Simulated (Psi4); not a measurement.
# One shape, several levels: quartet GeH3O

Wanted: a comparison of 3 runs (UHSE06/def2-TZVP, UTPSSh/def2-TZVP, UMP3/def2-TZVP) of quartet GeH3O. 

The results are computed with Psi4 1.11.

## 1. The system as given

GeH3O: 5 atoms, total charge 0, spin state quartet. SMILES of the parent species: `[O][GeH3]`. The coordinates come from a PBE0-D4/def2-TZVP relaxation. That shape belongs to the parent species and isn't relaxed for this state.

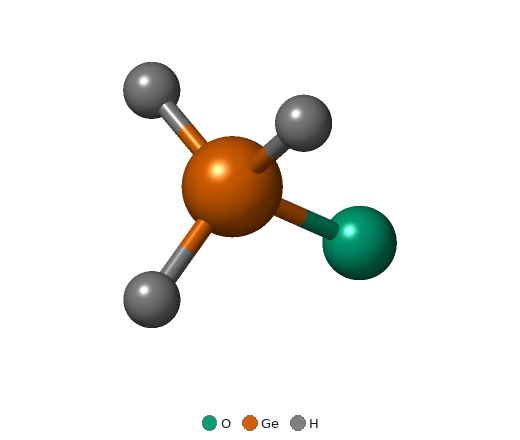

The structure, seen from a chosen angle (oxygen teal, germanium orange, hydrogen grey).

## 2. A single-point energy at UHSE06/def2-TZVP (run 1)

File calc.dat:

```
memory 2200 MB

molecule geom {
  0 4
  O     -1.443900     0.418600     0.777300
  Ge     0.072300    -0.056300    -0.056900
  H     -0.162200    -0.091200    -1.574700
  H      0.548000    -1.418100     0.471500
  H      1.035700     1.073400     0.341400
  symmetry c1
}

set globals {
  basis                def2-TZVP
  reference            uks
  puream               true
  e_convergence        1e-09
  d_convergence        1e-08
  scf_type             pk
  dft_radial_points    99
  dft_spherical_points 590
  maxiter              100
}

result, w = energy("hse06", return_wfn=True)
oeprop(w, "WIBERG_LOWDIN_INDICES", "MULLIKEN_CHARGES", "QUADRUPOLE", title="HSE06")
```

Started as:

```
$ psi4 calc.dat calc.out -n 1
```

calc.out:

```text
[...]
  Running in c1 symmetry.
[...]
  Nuclear repulsion =  113.909881399441815
[...]
  Multiplicity = 4
[...]
  Nalpha       = 23
  Nbeta        = 20
[...]
    Number of basis functions: 97
[...]
   @UKS iter   1: -2151.61419565340839   -1.43347e+00   3.29090e-02 ADIIS/DIIS
[...]
   @UKS iter  16: -2153.40987156417896   -7.27596e-12   4.16923e-09 DIIS
[...]
   @S^2 Observed:                3.761573214E+00
[...]
  @UKS Final Energy: -2153.40987156417896
   => Energetics <=
    Nuclear Repulsion Energy =            113.9098813994418151
    One-Electron Energy =               -3225.8999588914966807
    Two-Electron Energy =                1025.8689509081357301
    DFT Exchange-Correlation Energy =     -67.2887449802594944
    Empirical Dispersion Energy =           0.0000000000000000
    VV10 Nonlocal Energy =                  0.0000000000000000
    Total Energy =                      -2153.4098715641789568
[...]
 Multipole Moments:
 ------------------------------------------------------------------------------------
     Multipole            Electronic (a.u.)      Nuclear  (a.u.)        Total (a.u.)
 ------------------------------------------------------------------------------------
 L = 1.  Multiply by 2.5417464519 to convert [e a0] to [Debye]
 Dipole X            :          0.3028164           -0.5033161           -0.2004997
 Dipole Y            :         -0.1286756            0.2688943            0.1402187
 Dipole Z            :         -0.1886792            0.3491948            0.1605156
 Magnitude           :                                                    0.2926204
 L = 2.  Multiply by 1.3450342976 to convert [e a0^2] to [Debye ang]
 Quadrupole XX       :        -81.0555593           60.0876558          -20.9679035
 Quadrupole XY       :         16.2761840          -15.7665169            0.5096671
[...]
```

Wall time 68 s (1 thread of AMD EPYC 7R43 (Zen 3), shared host); peak memory 1.1 GiB.

## 3. The energy at UTPSSh/def2-TZVP (run 2)

File calc.py:

```python
import psi4

psi4.set_memory('2200 MB')
psi4.set_num_threads(1)
psi4.set_output_file('output.dat', False)

mol = psi4.geometry("""
0 4
O     -1.443900     0.418600     0.777300
Ge     0.072300    -0.056300    -0.056900
H     -0.162200    -0.091200    -1.574700
H      0.548000    -1.418100     0.471500
H      1.035700     1.073400     0.341400
units angstrom
symmetry c1
""")

options = {'basis': 'def2-TZVP', 'reference': 'uks', 'puream': True, 'e_convergence': 1e-09, 'd_convergence': 1e-08, 'scf_type': 'pk', 'dft_radial_points': 99, 'dft_spherical_points': 590, 'maxiter': 100}
psi4.set_options(options)

result, w = psi4.energy("TPSSH", molecule=mol, return_wfn=True)
psi4.oeprop(w, "MULLIKEN_CHARGES", "QUADRUPOLE", "LOWDIN_CHARGES")
print('E =', round(result, 9))
```

Started as:

```
$ python calc.py
```

output.dat:

```text
[...]
  Running in c1 symmetry.
[...]
  Nuclear repulsion =  113.909881399441815
[...]
  Multiplicity = 4
[...]
  Nalpha       = 23
  Nbeta        = 20
[...]
    Number of basis functions: 97
[...]
   @UKS iter   1: -2151.88287960362823   -1.26192e+00   3.33821e-02 ADIIS/DIIS
[...]
   @UKS iter  18: -2153.72803185493422   -9.09495e-12   5.78057e-09 DIIS
[...]
   @S^2 Observed:                3.760240256E+00
[...]
  @UKS Final Energy: -2153.72803185493422
   => Energetics <=
    Nuclear Repulsion Energy =            113.9098813994418151
    One-Electron Energy =               -3225.5940881896431165
    Two-Electron Energy =                1037.8755627091225051
    DFT Exchange-Correlation Energy =     -79.9193877738555187
    Empirical Dispersion Energy =           0.0000000000000000
    VV10 Nonlocal Energy =                  0.0000000000000000
    Total Energy =                      -2153.7280318549337608
[...]
 Multipole Moments:
 ------------------------------------------------------------------------------------
     Multipole            Electronic (a.u.)      Nuclear  (a.u.)        Total (a.u.)
 ------------------------------------------------------------------------------------
 L = 1.  Multiply by 2.5417464519 to convert [e a0] to [Debye]
 Dipole X            :          0.3307108           -0.5033161           -0.1726054
 Dipole Y            :         -0.1310175            0.2688943            0.1378768
 Dipole Z            :         -0.1998819            0.3491948            0.1493130
 Magnitude           :                                                    0.2666402
 L = 2.  Multiply by 1.3450342976 to convert [e a0^2] to [Debye ang]
 Quadrupole XX       :        -81.0773567           60.0876558          -20.9897009
 Quadrupole XY       :         16.2945832          -15.7665169            0.5280663
[...]
```

The script printed:

```text
E = -2153.728031855
```

Wall time 2.2 min (1 thread of AMD EPYC 7R43 (Zen 3), shared host); peak memory 1.2 GiB.

## 4. The energy at UMP3/def2-TZVP (run 3)

File geh3o.dat:

```
memory 2.2 GB

molecule {
  0 4
  O     -1.443900     0.418600     0.777300
  Ge     0.072300    -0.056300    -0.056900
  H     -0.162200    -0.091200    -1.574700
  H      0.548000    -1.418100     0.471500
  H      1.035700     1.073400     0.341400
  symmetry c1
}

set basis def2-TZVP
set reference uhf
set puream true
set e_convergence 1e-09
set d_convergence 1e-08
set scf_type pk
set num_frozen_docc 10
set maxiter 100
set mp_type conv

energy('mp3')
print_variables()
```

Started as:

```
$ psi4 -n 1 geh3o.dat geh3o.out
```

geh3o.out:

```text
[...]
  Running in c1 symmetry.
[...]
  Nuclear repulsion =  113.909881399441815
[...]
  Multiplicity = 4
[...]
  Nalpha       = 23
  Nbeta        = 20
[...]
    Number of basis functions: 97
[...]
   @UHF iter   1: -2150.32912363637388   -2.87070e+00   2.87519e-02 DIIS/ADIIS
[...]
   @UHF iter  19: -2151.73982908168409   -3.00133e-11   8.54418e-09 DIIS
[...]
   @S^2 Observed:                3.764642800E+00
[...]
  @UHF Final Energy: -2151.73982908168409
   => Energetics <=
    Nuclear Repulsion Energy =            113.9098813994418151
    One-Electron Energy =               -3226.4820342021348551
    Two-Electron Energy =                 960.8323237210089474
    Total Energy =                      -2151.7398290816840927
  UHF NO Occupations:
  HONO-2 :   21  A 1.0000000
  HONO-1 :   22  A 1.0000000
[...]
 Multipole Moments:
 ------------------------------------------------------------------------------------
     Multipole            Electronic (a.u.)      Nuclear  (a.u.)        Total (a.u.)
 ------------------------------------------------------------------------------------
 L = 1.  Multiply by 2.5417464519 to convert [e a0] to [Debye]
 Dipole X            :         -0.3374043           -0.5033161           -0.8407205
 Dipole Y            :          0.0968317            0.2688943            0.3657260
 Dipole Z            :          0.1797191            0.3491948            0.5289140
 Magnitude           :                                                    1.0584500
[...]
	SCS-MP2 Total Energy (a.u.)        : -2152.13418109022950
	SOS-MP2 Total Energy (a.u.)        : -2152.12640963976764
[...]
	SOS-PI-MP2 Total Energy (a.u.)     : -2152.15614660577421
[...]
	MP2 Total Energy (a.u.)            : -2152.14972399115322
[...]
	SCS-MP3 Total Energy (a.u.)        : -2152.13923097087127
[...]
	MP3 Total Energy (a.u.)            : -2152.16992351372028
[...]
```

Run time: 36 s. Hardware: 1 thread of AMD EPYC 7R43 (Zen 3), shared host; peak memory 0.74 GiB.

## 5. The series

```
run             level  frozen core orbitals         integration grid   energy (Eh)  dipole moment (D)  HOMO energy (eV)   ⟨S²⟩  wall time
  1  UHSE06/def2-TZVP                     0  99 radial × 590 angular  -2153.409872               0.74             -2.04  3.762       68 s
  2  UTPSSh/def2-TZVP                     0  99 radial × 590 angular  -2153.728032               0.68             -1.91  3.760    2.2 min
  3    UMP3/def2-TZVP                    10                        –  -2152.169924                  –             -4.16  3.765       36 s
```

## 6. Results

| quantity | value |
| --- | --- |
| run 3: total energy | -2152.16992 Eh |
| run 3: HOMO energy (Hartree–Fock orbitals) (highest over α and β) | -4.16 eV |
| run 3: LUMO energy (Hartree–Fock orbitals) (lowest over α and β) | -0.73 eV |
| run 3: correlation energy (10 core orbitals frozen) | -430.1 mEh |
| run 3: ⟨S²⟩ of the reference determinant | 3.765 |

**Reading.** Totals of different functionals can't be ranked against each other. All runs together took 3.9 min, the longest 2.2 min.
